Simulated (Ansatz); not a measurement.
Consider Al2SbP3.

Input

```
crystal:
  lattice:
    - [3.7111040131, 2.6e-09, 0.0]
    - [-1.8555520088, 3.2139103501, 0.0]
    - [0.0, 0.0, 8.9306241353]
  atoms:
    - { symbol: Al, position: [0.3333333333, 0.6666666667, 0.8440397259] }
    - { symbol: Al, position: [0.6666666667, 0.3333333333, 0.1559602741] }
    - { symbol: Sb, position: [0.0, 0.0, 0.5] }
    - { symbol: P, position: [0.3333333333, 0.6666666667, 0.3107322251] }
    - { symbol: P, position: [0.6666666667, 0.3333333333, 0.6892677749] }
    - { symbol: P, position: [0.0, 0.0, 0.0] }
kpoints:
  mp_grid: { grid: [12, 12, 4] }
hamiltonian:
  xc: r2scan
  dispersion: rvv10
scf:
  occupations: { method: fermi_dirac, width: 0.03 }
relax:
  f_tol: 0.01
  cell: {}
  max_steps: 120
output:
  write_density: true
  write_potential: true
  elf: true
  volumetric_format: npy
```

Launched as:

```sh
ansatz run input.yaml --threads 2 --pin off --max-ram 2211MiB --backend cpu --events-out ev --progress --plain --runs-dir out
```

Below, planes, directions and counts refer to the conventional cell (a = 3.70 Å, b = 3.70 Å, c = 9.05 Å, α = 90.00°, β = 90.00°, γ = 120.00°).

The fields are those of the run's last geometry, not of the input's.

Space group P-3m1; a structure from a database of computed crystals, not necessarily the ambient phase; started from the Sn2GeTe3-164 prototype, which need not be the ambient phase.

Level of theory: DFT, r2SCAN+rVV10, plane waves, PAW (Ansatz 0.2.0).

Q: What will maps of the valence pseudo-density and electron localisation function show?

A: Al–P (2.55 Å): the density is about 0.37 e/Å³ at the midpoint; the ELF peaks at about 0.90 in the valence shell of P, 0.9 Å from its nucleus, and is about 0.85 at the midpoint.
Sb–P (2.74 Å): ρ at the midpoint is about 0.37 e/Å³; the ELF peaks at about 0.80 in the valence shell of P, 0.9 Å from its nucleus, and is about 0.60 at the midpoint.

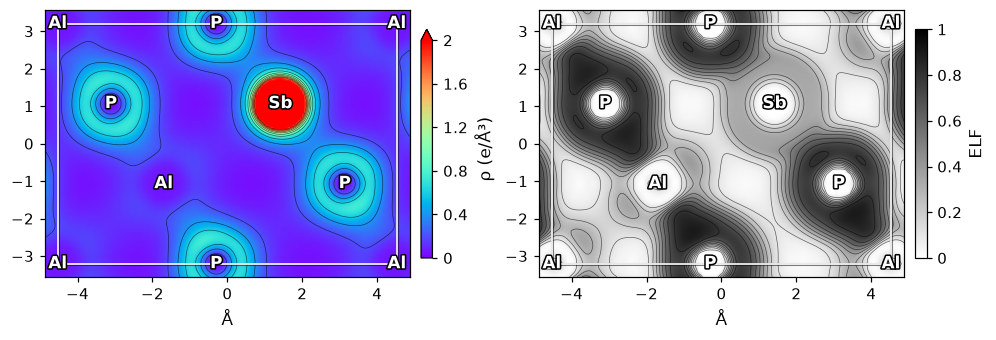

Computed valence pseudo-density and electron localisation function on the (110) plane of the conventional cell, in this order. 

The density is the valence pseudo-density of a PAW calculation; it isn't the true density close to the nuclei.
